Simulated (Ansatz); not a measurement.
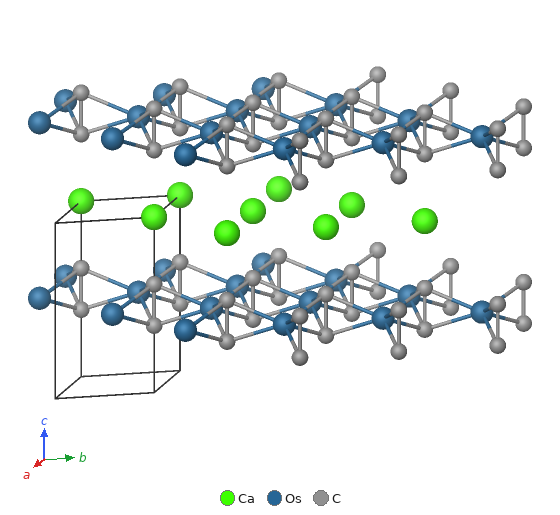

The compound is CaOsC2 (space group P-6m2, No. 187), taken as coordinates from a relaxation with Ansatz, DFT PBE, scalar-relativistic, plane waves, PAW; the starting structure was generated, so it need not be a known form of this composition.

Bonds are taken as C–C below 1.6 Å and C–Os below 2.4 Å; Ca is left out of the net, as the electropositive filling of the structure. Simplification: prune 0- and 1-connected atoms, fold 2-connected ones into links.

Question: What kind of net remains, and which atoms are its nodes?

Answer: A binodal (4,6)-connected, two-periodic (layers) net: C is a 4-connected node; Os is a 6-connected node, in the ratio 2:1.

Question: How do the layers lie?

Answer: The layers lie parallel to (001).

Question: Give the first six terms of the coordination sequence (nodes one, two, three … edges away).

Answer: C: 4, 12, 9, 24, 15, 36; Os: 6, 6, 18, 12, 30, 18.
